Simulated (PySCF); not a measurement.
**CH2F (SMILES [CH2]F): UCCSDT/STO-6G**

What is the vertical doublet–quartet gap of CH2F at UCCSDT/STO-6G? 

The results are computed with PySCF 2.14.0.

9 further runs of the same task are left out: 9 set aside as unsound or not needed.

## (1) Starting point

CH2F: 4 atoms, total charge 0, spin state doublet. As SMILES, `[CH2]F`. The coordinates come from a PBE0-D4/def2-TZVP relaxation.

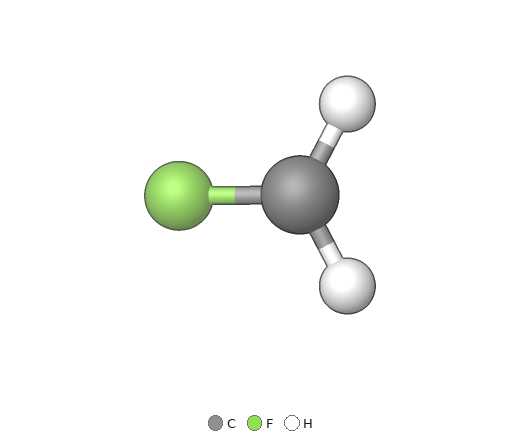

Viewed from a chosen angle; carbon grey, fluorine green, hydrogen white.

## (2) The energy at UCCSDT/STO-6G

File input.py:

```python
# [CH2]F
from pyscf import gto, scf, cc

molecule = gto.M(
    atom='''
C   -0.030100  -0.057600  -0.131100
F    0.950000   0.694000   0.364600
H   -0.946900   0.472300  -0.352500
H    0.027000  -1.108700   0.119000
''',
    max_memory=1860,
    spin=1,
    verbose=4,
    basis='sto-6g',
    charge=0,
)

mf = scf.UHF(molecule)
mf.conv_tol = 1e-10
mf.kernel()
if not mf.converged:
    mf = mf.newton().run(mf.mo_coeff, mf.mo_occ)

mycc = cc.CCSDT(mf, frozen=2)
mycc.kernel()
e_tot = mycc.e_tot
print(f'total energy: {e_tot:.8f} hartree')
```

Command:

```sh
$ OMP_NUM_THREADS=1 python input.py
```

What it wrote:

```text
PySCF version 2.14.0

[INPUT] num. atoms = 4
[INPUT] num. electrons = 17
[INPUT] charge = 0
[INPUT] spin (= nelec alpha-beta = 2S) = 1
[INPUT] symmetry False subgroup None
[INPUT] Mole.unit = angstrom
[INPUT] Symbol           X                Y                Z      unit          X                Y                Z       unit  Magmom
[INPUT]  1 C     -0.030100000000  -0.057600000000  -0.131100000000 AA   -0.056880756349  -0.108848224775  -0.247743094930 Bohr   0.0
[INPUT]  2 F      0.950000000000   0.694000000000   0.364600000000 AA    1.795239818337   1.311469930448   0.688994145016 Bohr   0.0
[INPUT]  3 H     -0.946900000000   0.472300000000  -0.352500000000 AA   -1.789381667351   0.892517648632  -0.666128458909 Bohr   0.0
[INPUT]  4 H      0.027000000000  -1.108700000000   0.119000000000 AA    0.051022605363  -2.095139354305   0.224877408823 Bohr   0.0

nuclear repulsion = 32.2861446542475
number of shells = 8
number of NR pGTOs = 72
number of NR cGTOs = 12
basis = sto-6g
ecp = {}

[... 65 lines left out ...]
converged SCF energy = -137.836717572381  <S^2> = 0.76125548  2S+1 = 2.011224
[... 17 lines left out ...]
WARN: A large `blksize_v_aaa` is being used, which may cause large memory consumption
[... 3 lines left out ...]
WARN: A large `blksize_v_aab` is being used, which may cause large memory consumption
[... 11 lines left out ...]
Init t2, MP2 energy = -0.055204025101054
[... 16 lines left out ...]
UCCSDT converged
[... 3 lines left out ...]
total energy: -137.91628737 hartree
```

It took 2.2 s on 1 thread of AMD EPYC 7B13 (Zen 3), shared host; peak memory 0.1 GiB.

## (3) The quartet at the same level

File input.xyz:

```xyz
4

C     -0.030100    -0.057600    -0.131100
F      0.950000     0.694000     0.364600
H     -0.946900     0.472300    -0.352500
H      0.027000    -1.108700     0.119000
```

File calc.py:

```python
from pyscf import gto, scf, cc

mol = gto.M(
    atom='input.xyz',
    verbose=3,
    basis='sto-6g',
    spin=3,
    max_memory=1860,
)

hf = scf.UHF(mol)
hf.conv_tol = 1e-10
hf.kernel()
if not hf.converged:
    hf = hf.newton().run(hf.mo_coeff, hf.mo_occ)

mycc = cc.CCSDT(hf, frozen=2)
mycc.kernel()
etot = mycc.e_tot
print('E(%s) = %.9f' % ('CCSDT', etot))
```

Command:

```sh
$ OMP_NUM_THREADS=1 python calc.py
```

What it wrote:

```text
WARN: HOMO 0.414738073335769 >= LUMO -0.391950900117028

WARN: HOMO 0.138593939411926 >= LUMO 0.0790814863731388

converged SCF energy = -137.414170620993  <S^2> = 3.7579295  2S+1 = 4.0039628
_make_eris_incore_UCCSDT

WARN: A large `blksize_v_aaa` is being used, which may cause large memory consumption
      for storing contraction intermediates. If memory is sufficient, consider using
      `pyscf.cc.uccsdt_highm.UCCSDT` instead.

WARN: A large `blksize_v_aab` is being used, which may cause large memory consumption
      for storing contraction intermediates. If memory is sufficient, consider using
      `pyscf.cc.uccsdt_highm.UCCSDT` instead.

UCCSDT converged
E(UCCSDT) = -137.4626602364405   E_corr = -0.04848961544709701
E_corr(same-spin) = -0.00658139561548296
E_corr(oppo-spin) = -0.041908219831614
E(CCSDT) = -137.462660236
```

Run time: 1.9 s. Hardware: 1 thread of AMD EPYC 7B13 (Zen 3), shared host; peak memory 0.1 GiB.

## (4) Results

Level: UCCSDT/STO-6G, 2 core orbitals frozen.

```
                                                           quantity          value
                                              doublet: total energy  -137.91629 Eh
                      doublet: dipole moment (Hartree–Fock density)         0.99 D
doublet: HOMO energy (Hartree–Fock orbitals) (highest over α and β)       -8.67 eV
 doublet: LUMO energy (Hartree–Fock orbitals) (lowest over α and β)        8.52 eV
               doublet: correlation energy (2 core orbitals frozen)      -79.6 mEh
                         doublet: ⟨S²⟩ of the reference determinant          0.761
                                             doublet: T1 diagnostic          0.015
                                              quartet: total energy  -137.46266 Eh
                      quartet: dipole moment (Hartree–Fock density)         1.36 D
quartet: HOMO energy (Hartree–Fock orbitals) (highest over α and β)        0.38 eV
 quartet: LUMO energy (Hartree–Fock orbitals) (lowest over α and β)        5.96 eV
               quartet: correlation energy (2 core orbitals frozen)      -48.5 mEh
                         quartet: ⟨S²⟩ of the reference determinant          3.758
                                             quartet: T1 diagnostic          0.016
                   vertical energy of the quartet above the doublet      12.344 eV
```

**Reading.** At this shape the quartet lies 12.34 eV (285 kcal/mol) above the doublet. In a minimal basis such a difference can be off by several eV, whatever the method. Mulliken charges (quartet) of the mean-field density run from -0.26 on C1 to +0.24 on F2; they depend strongly on the basis.
